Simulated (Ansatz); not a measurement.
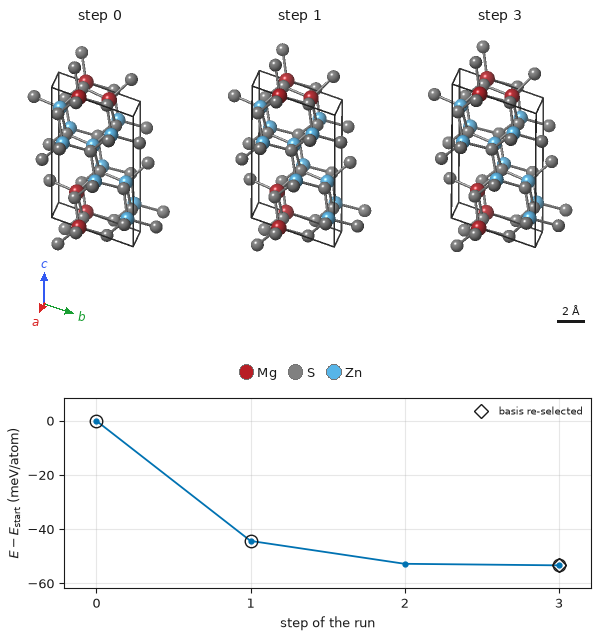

Frames of a relaxation of a crystal of Mg$_{3}$Zn$_{7}$S$_{10}$ (a generated structure, set up in P1) (coarse preliminary run), marked on the history of the run. The picture is a ball-and-stick view of the cell of the calculation, seen from a free direction.

Case: elements placed on the wurtzite lattice with like neighbours.

The calculation used DFT PBE, scalar-relativistic, plane waves, PAW in Ansatz.

The input:
```yaml
crystal:
  lattice:
    - [0.0, 0.0, 6.15598542]
    - [0.0, 6.58177746, 0.0]
    - [-9.4999775, -3.29088873, 0.0]
  atoms:
    - { symbol: Mg, position: [0.0019291005, 0.3355028135, 0.9995104837] }
    - { symbol: Mg, position: [0.5010335319, 0.2662630919, 0.1974222339] }
    - { symbol: Mg, position: [0.5025108422, 0.6637965081, 0.9957438128] }
    - { symbol: S, position: [0.3750477899, 0.7313431123, 0.7969585977] }
    - { symbol: S, position: [0.3786961377, 0.5349881632, 0.4019939069] }
    - { symbol: S, position: [0.3801872716, 0.1293062168, 0.6001092719] }
    - { symbol: S, position: [0.3758105674, 0.3316323778, 1.37182e-05] }
    - { symbol: S, position: [0.3821608158, 0.9245672717, 0.1965859182] }
    - { symbol: S, position: [0.8788137255, 0.4681459035, 0.6004215417] }
    - { symbol: S, position: [0.8761828693, 0.2717176004, 0.1981901476] }
    - { symbol: S, position: [0.8787800032, 0.873108338, 0.4036481052] }
    - { symbol: S, position: [0.8772479234, 0.0666656688, 0.7977374449] }
    - { symbol: S, position: [0.8842501596, 0.6682071516, 0.9990989163] }
    - { symbol: Zn, position: [0.0003995143, 0.7312062077, 0.7984673319] }
    - { symbol: Zn, position: [0.9998834311, 0.5334373453, 0.3969065602] }
    - { symbol: Zn, position: [0.0049148847, 0.1370396515, 0.6018476725] }
    - { symbol: Zn, position: [0.9986828336, 0.9278210739, 0.1973510534] }
    - { symbol: Zn, position: [0.4973608836, 0.4645090312, 0.5993707941] }
    - { symbol: Zn, position: [0.4979986835, 0.8677952618, 0.4057101998] }
    - { symbol: Zn, position: [0.498837763, 0.0612574582, 0.7989799152] }
  symmetry: { detect: false }
basis:
  ecutwfc: 420
kpoints:
  mp_grid: { grid: [2, 2, 1], shift: [0.5, 0.5, 0.0] }
hamiltonian:
  xc: pbe
scf:
  occupations: { method: gaussian, width: 0.1 }
  lower_state_search: "off"
output:
  forces: true
  stress: true
  eigenvalues: true
relax:
  adjacent_minimum: "off"
  f_tol: 0.04
  max_steps: 50
  cell: { stress_tol: 0.3 }
```

Command:
```bash
ansatz run input.yaml --threads 4 --pin off --max-ram 9216MiB --backend cpu --events-out ev --progress --plain --runs-dir out
```

> Describe the path.

The largest move relative to the cell is that of S10, 0.14 Å roughly along [2 −1 2]. Largest moves by element: S 0.14 Å, Zn 0.08 Å, Mg 0.07 Å. The volume changes by +9.4 %, with a 6.156 → 6.356 Å (+3.2 %), b 6.582 → 6.745 Å (+2.5 %), c 10.054 → 10.350 Å (+2.9 %), α 109.1° → 108.4°. Near-neighbour distances that change, for instance: Mg1–S13 2.308 → 2.466 Å, Mg1–S10 2.305 → 2.458 Å, Mg1–S7 2.302 → 2.455 Å, Mg3–S4 2.321 → 2.449 Å. Among the angles between lasting bonds that change: Mg2–S7–Zn20 109.5° → 114.9°, Zn14–S13–Zn17 111.9° → 115.9°, Zn17–S8–Zn19 107.6° → 111.6°. The space group stays P1 (No. 1). The energy falls by 53.3 meV per atom in 2 accepted moves (3 points after the start). The largest force component goes from 0.99 to 0.034 eV/Å. Pressure: 7.10 GPa at the start and −0.08 GPa at the end. The SCF was repeated once at an unchanged geometry on a basis and grid sized afresh for the cell, which shifted the energy by 0.6 meV per atom at most. The run took 20 s on 4 threads of Arm Neoverse V1, with other jobs on the host, peak memory 0.79 GiB. From step 0 to 1: S atoms move most (0.08 Å), volume +5.5 %, energy −44.3 meV per atom. From step 1 to 3: S7 moves most (0.06 Å), volume +3.7 %, energy −9.0 meV per atom.

| step | E − E(0), meV/atom | largest force component, eV/Å | pressure, GPa | volume, Å³/atom | note |
| --- | --- | --- | --- | --- | --- |
| 0 | 0.00 | 0.9943 | 7.10 | 19.246 |  |
| 1 | -44.30 | 0.3527 | 2.44 | 20.310 |  |
| 2 | -52.74 | 0.0337 | -0.08 | 21.053 |  |
| 3 | -53.31 | 0.0341 | -0.08 | 21.053 | same geometry, new basis |
